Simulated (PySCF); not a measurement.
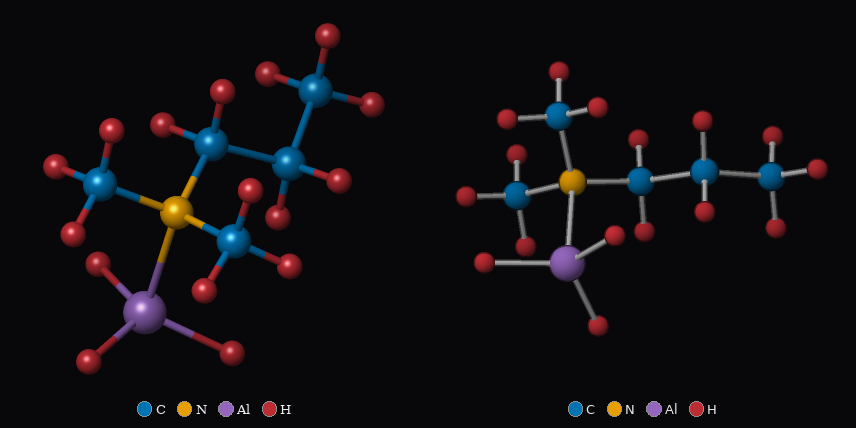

Both panels show the same species.

Give the formula.

Answer. C₅H₁₆AlN, 23 atoms: 5 carbon, 16 hydrogen, 1 aluminium and 1 nitrogen.

What is its SMILES?

Answer. CCC[N+](C)(C)[AlH3-]

What is the point group of this geometry?

Answer. C1.

The parts below concern this one geometry. Atoms keep their numbers from picture to picture. The computed structure is the end point of a PBE0-D3(BJ)/def2-SVP optimisation. No frequency run is at hand to confirm it as a minimum.

### Geometry

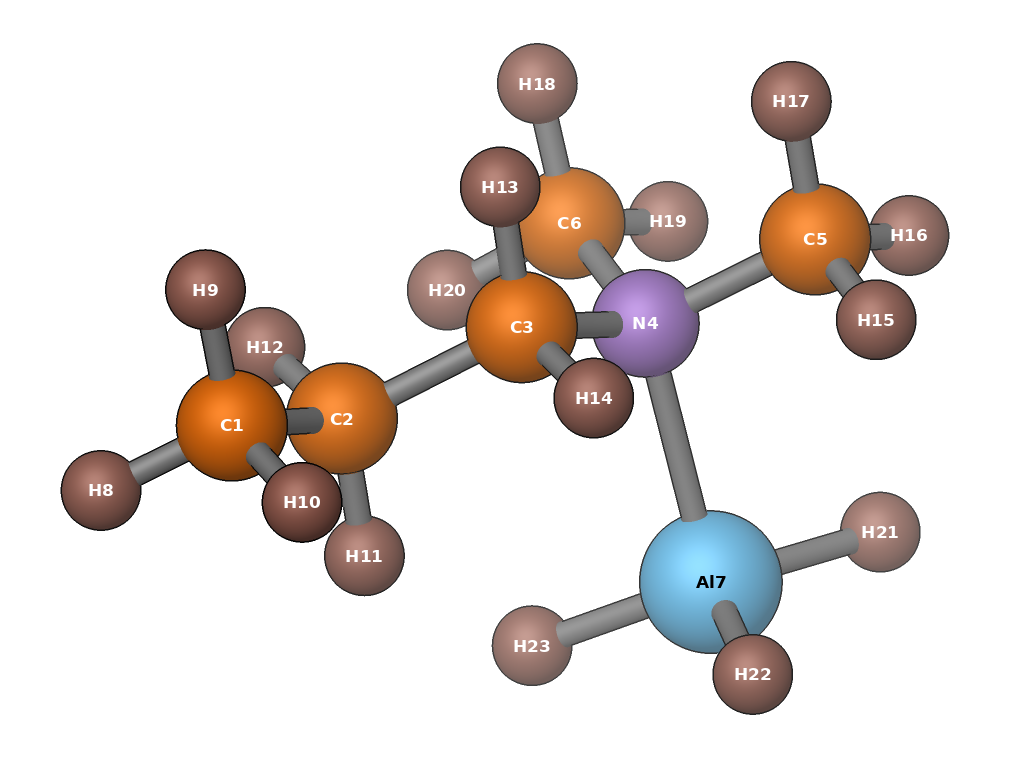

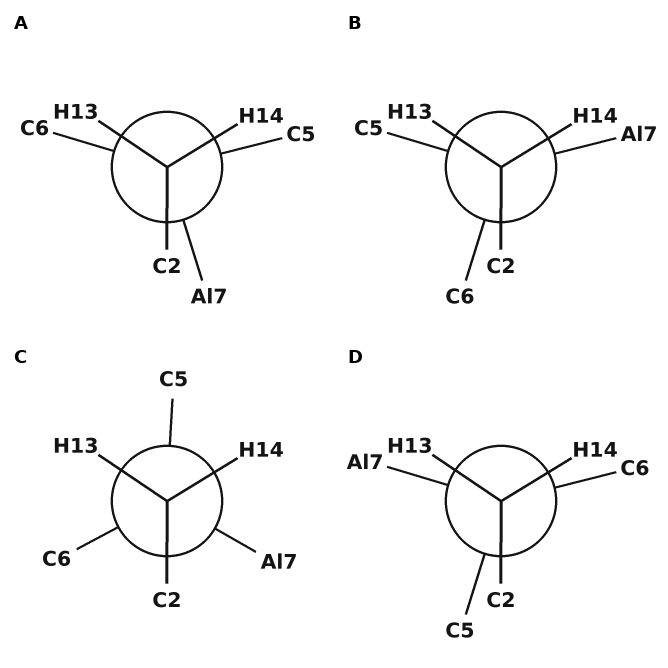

Atoms fade into the background with distance from the viewer. Bonds that would overlap in a projection are set slightly apart. No frequency run is at hand to confirm it as a minimum.

Which Newman projection shows the view along C3–N4, with C3 in front?

Answer. C. The torsion angle C2–C3–N4–Al7 is −60°, synclinal (gauche).

### Polarisability

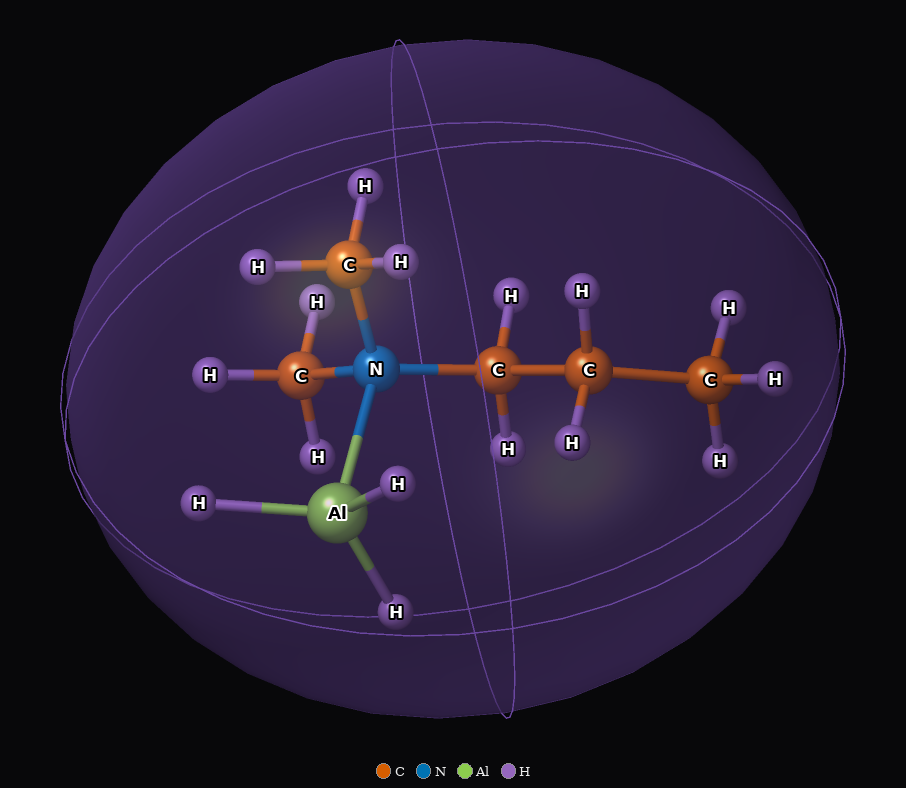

The ellipsoid shows the static dipole polarisability: its half-axes are proportional to the principal values. No frequency run is at hand to confirm it as a minimum. Computed with PBE0/def2-SVPD (PySCF 2.14.0).

How large and how anisotropic is the polarisability?

Answer. Principal values 96.3, 101.3, 113.4 bohr³; mean 103.6 bohr³ (15.36 Å³); anisotropy 15.2 bohr³, so the longest axis is 1.18 times the shortest.

### Excitation

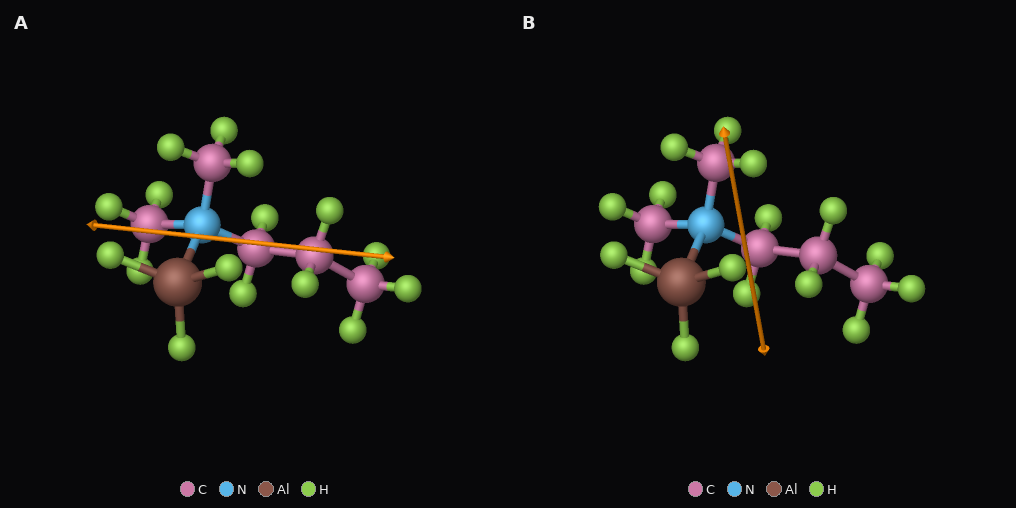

The double arrows show the directions of two transition dipoles from the ground state (lengths mean nothing). No frequency run is at hand to confirm it as a minimum. Properties computed with TDDFT PBE0/def2-SVPD, vertical, gas phase, core orbitals frozen in the response (PySCF 2.14.0).

One belongs to singlet state 2 and one to singlet state 3. Which is which?

Answer. A: state 3, 6.85 eV (181 nm), oscillator strength 0.024, mainly HOMO → LUMO+1 (weight 0.62).
B: state 2, 6.63 eV (187 nm), oscillator strength 0.029, mainly HOMO−1 → LUMO (weight 0.72).

### NMR shielding

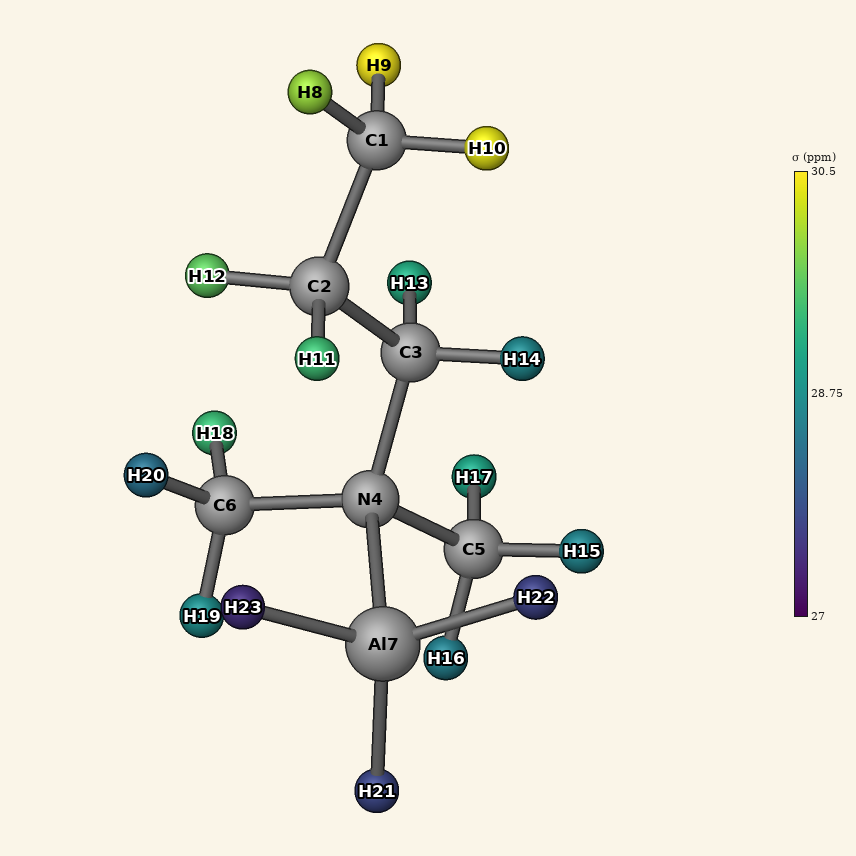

Atoms are coloured by their isotropic NMR shieldings (H only, the others grey). No frequency run is at hand to confirm it as a minimum. Properties computed with GIAO PBE0/pcSseg-1 NMR shielding, non-relativistic, IEF-PCM dichloromethane (PySCF 2.14.0).

List the isotropic NMR shieldings of the H atoms.

```tsv
atom	σ (ppm)
H8	29.96
H9	30.43
H10	30.36
H11	29.42
H12	29.64
H13	29.15
H14	28.64
H15	28.59
H16	28.53
H17	29.06
H18	29.39
H19	28.73
H20	28.32
H21	27.77
H22	27.71
H23	27.50
```

### Core levels

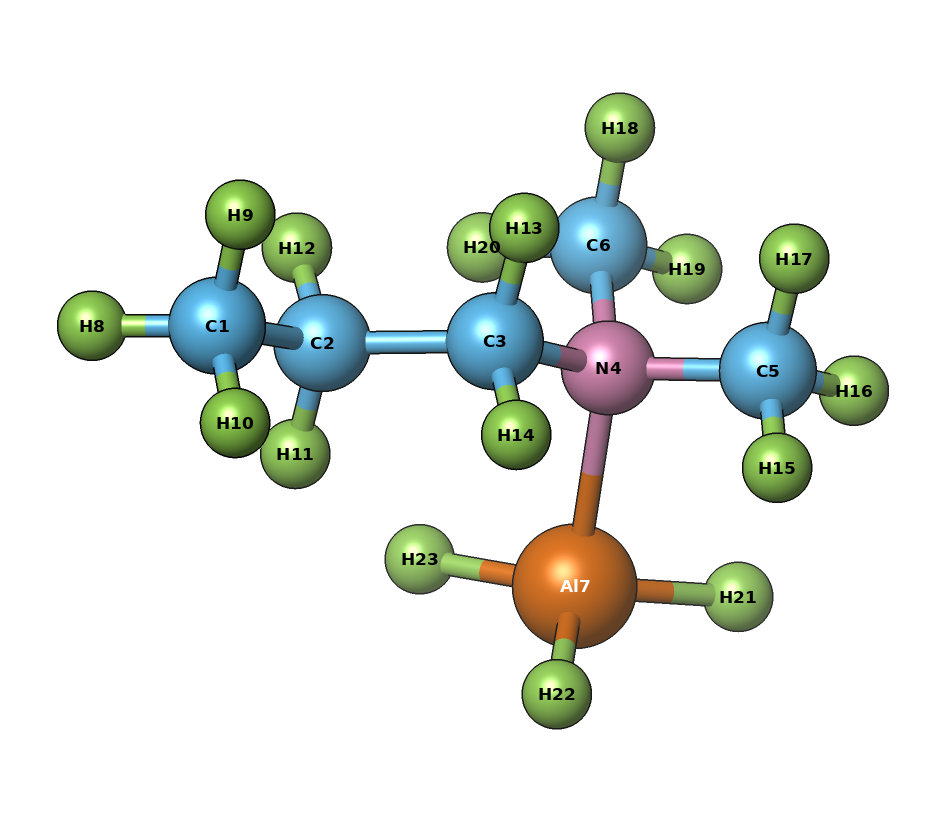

No frequency run is at hand to confirm it as a minimum. Method: delta-SCF UKS SCAN, pcX-2 on the ionised atom, pcseg-1 elsewhere, spin-free X2C (PySCF 2.14.0).

Give the core-electron binding energies (to vacuum; p and d levels without spin–orbit splitting) of C1 1s, C2 1s, C3 1s, N4 1s, C5 1s, Al7 1s, Al7 2p.

```json
{"atom": "C1", "level": "1s", "binding energy (eV)": "290.9"}
{"atom": "C2", "level": "1s", "binding energy (eV)": "290.9"}
{"atom": "C3", "level": "1s", "binding energy (eV)": "291.9"}
{"atom": "N4", "level": "1s", "binding energy (eV)": "406.3"}
{"atom": "C5", "level": "1s", "binding energy (eV)": "292.0"}
{"atom": "Al7", "level": "1s", "binding energy (eV)": "1565.1"}
{"atom": "Al7", "level": "2p", "binding energy (eV)": "78.8"}
```
